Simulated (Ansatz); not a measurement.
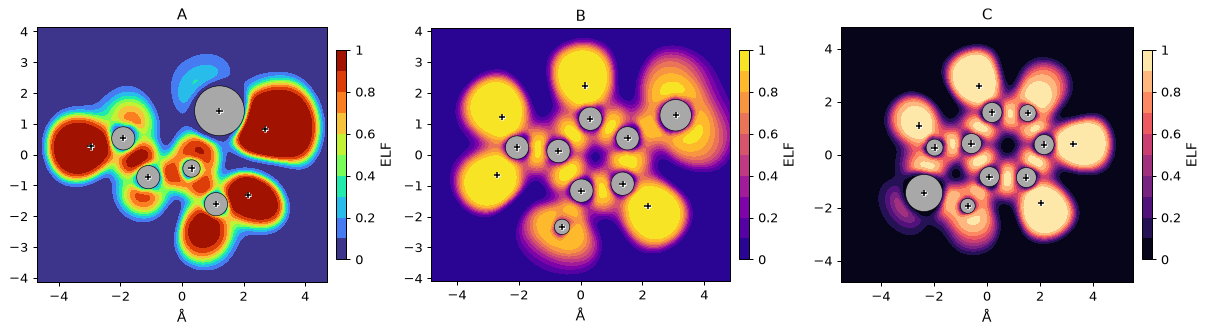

The electron localisation function of 3 systems, each on a plane through atoms (crosses mark nuclei in the plane; grey discs cover the cores).

These are results of Ansatz, isolated molecule in a Gaussian basis; Kohn-Sham density functional theory, functional PBE0, not measurements.

System 1: C₆H₄ClF, the molecular plane. Geometry: B3LYP/def2-SVP.

```xyz
12

C    -2.8483    1.2011   -1.9554
C    -1.7855    0.9140   -1.1819
C    -1.5595    1.2017    0.2420
C    -0.3322    0.7079    0.5509
C     0.3117    0.0796   -0.6201
C    -0.5662    0.2124   -1.6373
Cl    0.4440    0.7682    2.0918
F    -0.4254   -0.2019   -2.8926
H    -3.7206    1.7236   -1.5551
H    -2.8629    0.9157   -3.0103
H    -2.2532    1.7130    0.9056
H     1.2937   -0.3875   -0.6330
```

System 2: C₃H₉AlF₂O, the plane of atoms O7, Al4 and H12. Geometry: B3LYP-D3(BJ)/def2-SVP.

```xyz
16

C     1.5071   -1.6161   -2.1195
C     1.8683   -0.3576   -1.3844
C     0.9209    1.5416   -0.2903
Al   -1.1609   -0.6613   -0.5312
F     2.7921   -0.6105   -0.4069
F     0.8879    2.3813   -1.3577
O     0.7180    0.2104   -0.7396
H     1.1076   -2.3630   -1.4188
H     0.7572   -1.4076   -2.8946
H     2.4148   -2.0167   -2.5920
H     2.2852    0.4203   -2.0436
H    -1.7312    0.5198    0.3789
H    -1.6287   -0.7244   -2.0540
H    -0.7761   -2.0351    0.1792
H     0.0932    1.7634    0.3943
H     1.9062    1.6069    0.1949
```

System 3: C₅H₆N₂OSi, the plane of atoms C5, C4 and N7. Geometry: PBE-D3(BJ)/def2-SVP.

```yaml
atoms:
  - { symbol: C, position_ang: [-1.8755, 1.6685, -0.0556] }
  - { symbol: C, position_ang: [-0.7722, 1.5000, 0.8095] }
  - { symbol: C, position_ang: [0.3083, 0.7716, 0.3192] }
  - { symbol: C, position_ang: [0.2631, 0.2391, -0.9977] }
  - { symbol: C, position_ang: [-0.8890, 0.4724, -1.7654] }
  - { symbol: N, position_ang: [-1.9371, 1.1749, -1.2989] }
  - { symbol: N, position_ang: [1.4286, -0.4625, -1.3275] }
  - { symbol: O, position_ang: [1.4629, 0.5047, 1.0099] }
  - { symbol: Si, position_ang: [2.5361, -0.4223, 0.0393] }
  - { symbol: H, position_ang: [-2.7542, 2.2397, 0.2931] }
  - { symbol: H, position_ang: [-0.7558, 1.9197, 1.8251] }
  - { symbol: H, position_ang: [-0.9619, 0.0744, -2.7944] }
  - { symbol: H, position_ang: [1.5083, -0.8886, -2.2490] }
  - { symbol: H, position_ang: [2.8290, -1.7522, 0.6721] }
  - { symbol: H, position_ang: [3.8256, 0.3104, -0.1961] }
```

Question: Which map belongs to which system?

Answer: Panel A is system 2, C₃H₉AlF₂O: the plane holds C, Al, O and H. C–O (1.42 Å): the ELF peaks at about 0.90 between the atoms; a polar covalent bond. Panel B is system 1, C₆H₄ClF: the plane holds C, Cl, F and H. C–F (1.33 Å): the ELF peaks at about 0.85 between the atoms (a polar covalent bond). Panel C is system 3, C₅H₆N₂OSi: the plane holds C, N, O, Si and H. C–N (1.34 Å): the ELF peaks at about 0.95 between the atoms: a covalent bond.
